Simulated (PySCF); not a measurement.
# Excited-state calculation, with input and output: C₃H₇NSSi

C₃H₇NSSi, SMILES CN1[SiH2]CC1=S, computed with TDDFT PBE0/def2-TZVPD, vertical, gas phase, core orbitals frozen in the response (PySCF 2.14.0).

The geometry comes from this level: PBE0-D3(BJ)/def2-SVP.

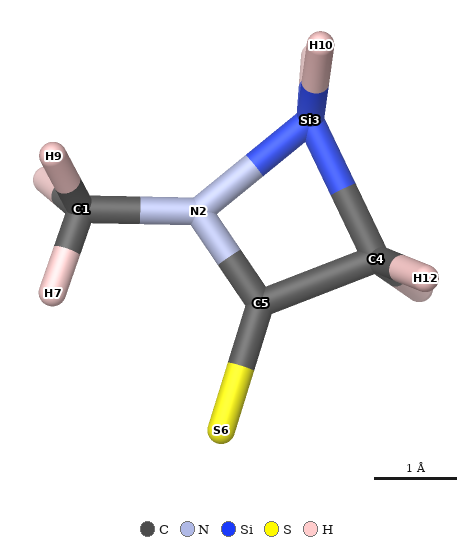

**Figure 1.** The structure as given in the input (stick view, seen at a tilt; atoms are numbered from 1 in the order of the input). Bond lengths as drawn: C–C 1.53 Å, C–H 1.10 Å, C–N 1.37 to 1.44 Å, C–S 1.64 Å, C–Si 1.89 Å, H–Si 1.49 Å and N–Si 1.78 Å.

The input:
```
{"job": {"kind": "uv", "xc": "PBE0", "basis": "def2-TZVPD"}, "charge": 0, "multiplicity": 1}
C      1.599839     0.792057     0.263227
N      0.241030     0.540564    -0.129974
Si    -0.944410    -0.785541    -0.143969
C     -1.891659     0.670762    -0.882854
C     -0.606113     1.470268    -0.668952
S     -0.317651     3.047137    -1.000471
H      1.800351     1.866967     0.136839
H      2.306182     0.221858    -0.361920
H      1.761027     0.513297     1.316196
H     -1.317325    -1.282020     1.212527
H     -0.573279    -1.941734    -1.010367
H     -2.738003     1.079389    -0.312460
H     -2.175546     0.619099    -1.943617
```

The first line tells a small driver script what to run in PySCF; the rest is the geometry in Å.

Run on 1 CPU thread, shared host.

Launch command:
```bash
OMP_NUM_THREADS=1 python <driver script> task.json out
```

What the program printed:
```
coarse grid: 11912 points
cycle   1  E = -860.5497760073  dE =  7.153e-01  |g| = 4.193e-01  |ddm| = 3.567e+00
cycle   2  E = -860.4826794682  dE =  6.710e-02  |g| = 6.411e-01  |ddm| = 1.269e+00
cycle   3  E = -860.5958347603  dE = -1.132e-01  |g| = 1.678e-01  |ddm| = 6.901e-01
cycle   4  E = -860.6023245049  dE = -6.490e-03  |g| = 5.622e-02  |ddm| = 1.709e-01
cycle   5  E = -860.6030696919  dE = -7.452e-04  |g| = 1.134e-02  |ddm| = 5.278e-02
cycle   6  E = -860.6030895584  dE = -1.987e-05  |g| = 5.983e-03  |ddm| = 1.376e-02
cycle   7  E = -860.6030972569  dE = -7.699e-06  |g| = 1.173e-03  |ddm| = 5.371e-03
final grid: 105896 points
cycle   8  E = -860.5943279801  dE = -3.773e-05  |g| = 1.004e-02  |ddm| = 1.914e-01
cycle   9  E = -860.5942668096  dE =  6.117e-05  |g| = 1.784e-02  |ddm| = 2.280e-02
cycle  10  E = -860.5943492232  dE = -8.241e-05  |g| = 2.601e-03  |ddm| = 1.556e-02
cycle  11  E = -860.5943509043  dE = -1.681e-06  |g| = 4.770e-04  |ddm| = 2.234e-03
cycle  12  E = -860.5943509498  dE = -4.552e-08  |g| = 1.860e-04  |ddm| = 4.977e-04
cycle  13  E = -860.5943509571  dE = -7.291e-09  |g| = 6.118e-05  |ddm| = 1.922e-04
cycle  14  E = -860.5943509580  dE = -8.381e-10  |g| = 1.263e-05  |ddm| = 6.452e-05
```

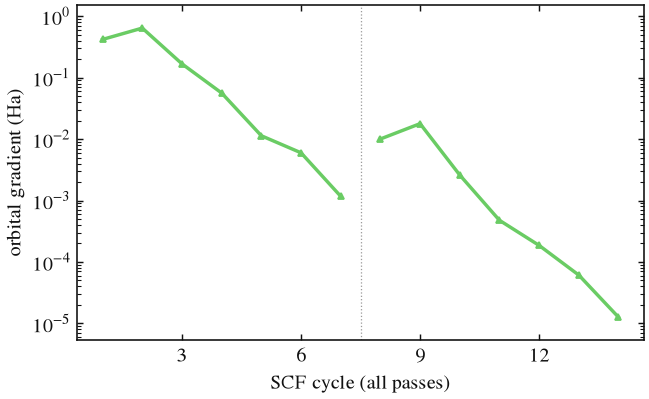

**Figure 2.** Convergence of the self-consistent field: orbital gradient against the SCF cycle. The dotted line marks the change from a coarse to the final integration grid. The first 7 cycles use a coarse grid, the final grid takes over at cycle 8, and the field converges after 14 cycles in all.

```
converged SCF energy = -860.5943509580

Static polarisability (au): isotropic 96.172, principal 69.995 92.447 126.073

Singlet excitations
state   eV       nm        f      main configurations
  1   3.5337    350.9   0.00001   H->L 0.99
  2   4.5694    271.3   0.00981   H->L+1 0.81, H-1->L 0.18
  3   4.9847    248.7   0.00002   H-1->L+1 0.99
  4   5.2570    235.8   0.02095   H->L+2 0.91
  5   5.3559    231.5   0.38253   H-1->L 0.74, H->L+1 0.17
  6   5.7704    214.9   0.02946   H-1->L+2 0.91
  7   5.7806    214.5   0.01699   H->L+3 0.86
  8   5.9452    208.5   0.02645   H->L+4 0.89
  9   6.2514    198.3   0.00251   H-1->L+3 0.89
 10   6.2920    197.1   0.04423   H->L+5 0.91

Triplet excitations (Tamm-Dancoff, eV): 3.2030 3.4049 4.4105 4.8772
```

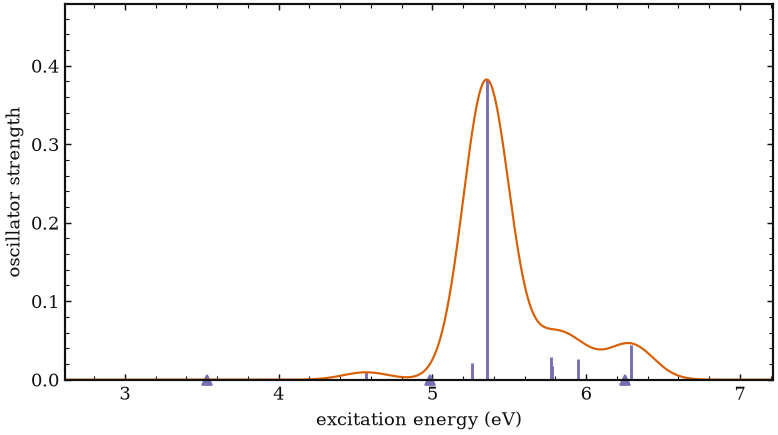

**Figure 3.** Computed excitations as sticks (degenerate states added up, dark ones marked on the axis), with a Gaussian envelope of 0.35 eV full width at half maximum, scaled to the tallest. Of the 10 states the lowest lies at 3.53 eV (f = 0.000); the strongest line is at 5.36 eV, or 231 nm (f = 0.383).

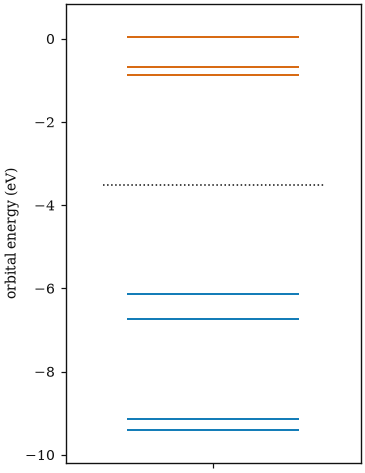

**Figure 4.** Orbital energies near the frontier; the dotted line parts filled from empty levels, and levels within 0.02 eV of each other stand side by side. Highest filled −6.13 eV, lowest empty −0.88 eV, 5.25 eV apart.

Summary:

- outcome: converged
- total energy: −860.594351 hartree
- HOMO: −6.13 eV
- LUMO: −0.88 eV
- dipole moment: 4.18 D
- mean polarisability: 96.17 a.u.
- lowest singlet excitation: 3.53 eV
- wall time: 64 s
- peak memory: 1.1 GiB
